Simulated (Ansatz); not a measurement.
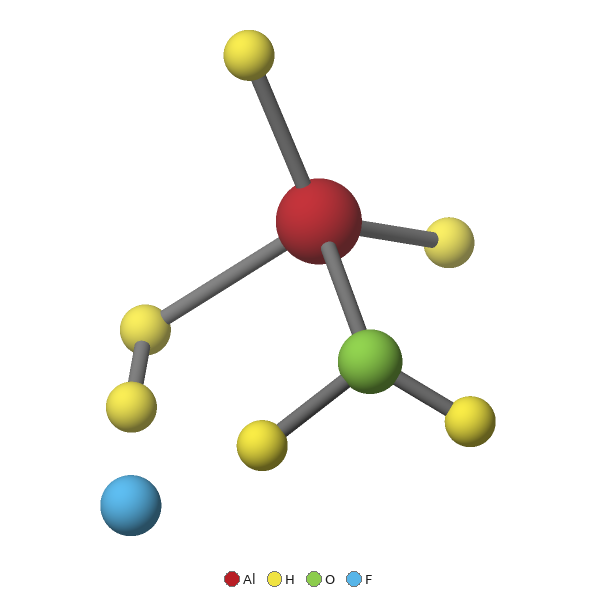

The structure as it stands in the input.

The calculation was set up as follows.

```yaml
crystal:
  periodic: [false, false, false]
  atoms:
    - {symbol: Al, position_ang: [-0.828108, -0.172853, -0.657844]}
    - {symbol: H, position_ang: [0.697510, 0.508379, -1.225824]}
    - {symbol: H, position_ang: [-0.933451, -1.562686, -1.393847]}
    - {symbol: H, position_ang: [-1.876596, 1.010309, -0.736751]}
    - {symbol: H, position_ang: [0.807698, -0.135682, 1.054036]}
    - {symbol: O, position_ang: [-0.288787, -0.377125, 1.100594]}
    - {symbol: H, position_ang: [1.263137, 0.392634, -0.494744]}
    - {symbol: F, position_ang: [1.889516, 0.196245, 0.577020]}
    - {symbol: H, position_ang: [-0.730917, 0.140781, 1.777459]}
basis:
  gaussian: {orbitals: def2-TZVPP}
hamiltonian: {xc: {name: wB97M-V}}
```

Result:

```
Functional definition: wB97M-V
  name "wB97M-V"
  cite "Mardirossian & Head-Gordon, J. Chem. Phys. 144, 214110 (2016) doi:10.1063/1.4952647"
  cite "Becke, J. Chem. Phys. 107, 8554 (1997) doi:10.1063/1.475007"
  cite "Vydrov & Van Voorhis, J. Chem. Phys. 133, 244103 (2010) doi:10.1063/1.3521275"
  # Of w^i u^j: cxij and so on, Table III.
  parameter omega = 0.3/bohr
  parameter cx = 0.15
  parameter cx01 = 1.007
  parameter cx10 = 0.259
  parameter css00 = 0.443
  parameter css04 = -1.437
  parameter css10 = -4.535
  parameter css20 = -3.390
  parameter css43 = 4.278
  parameter cos00 = 1.000
  parameter cos10 = 1.358
  parameter cos20 = 2.924
  parameter cos21 = -8.812
  parameter cos60 = -1.390
  parameter cos61 = 9.142
  parameter b = 6.0
  parameter c = 0.01
  gx(w, u) = 1 - cx + cx01*u + cx10*w
  gss(w, u) = css00 + css04*u^4 + css10*w + css20*w^2 + css43*w^4*u^3
  gos(w, u) = cos00 + cos10*w + (cos20 + cos21*u)*w^2 + (cos60 + cos61*u)*w^6
  exchange = spin_sum(e_x_unif_sr(omega)*gx(b97_w, b97_u_x)) + cx*exact_x_sr(omega) + exact_x_lr(omega)
  correlation = spin_sum(e_c_pw_mod_same_spin*gss(b97_w, b97_u_same))
      + integral(e_c_pw_mod_opposite_spin*gos(b97_w_opposite, b97_u_opposite)) + vv10(b, c)
933 factors; their error is unknown
243 factors; integrals over basis functions are off by at most 1.4e-5 eV
mean field evaluation 1: about -11455.1676 eV, gradient 4.9e1 eV
mean field evaluation 2: about -11455.0325 eV, gradient 5.3e1 eV
mean field evaluation 4: about -11458.9343 eV, gradient 1.2e0 eV
mean field evaluation 8: about -11458.9543 eV, gradient 3.8e-2 eV
mean field -11458.95425457 eV, -421.1088016972 hartree, gradient 6.6e-5 eV, S^2 0.000000; 0 other end points of the search recorded, 0 dependent functions left out
reference -11458.95430355 eV, -421.1088034971 hartree; 18, 18 occupied and 170, 170 virtual orbitals, 933 factors
Total energy: -11458.95430355 eV, -421.1088034971 hartree
```
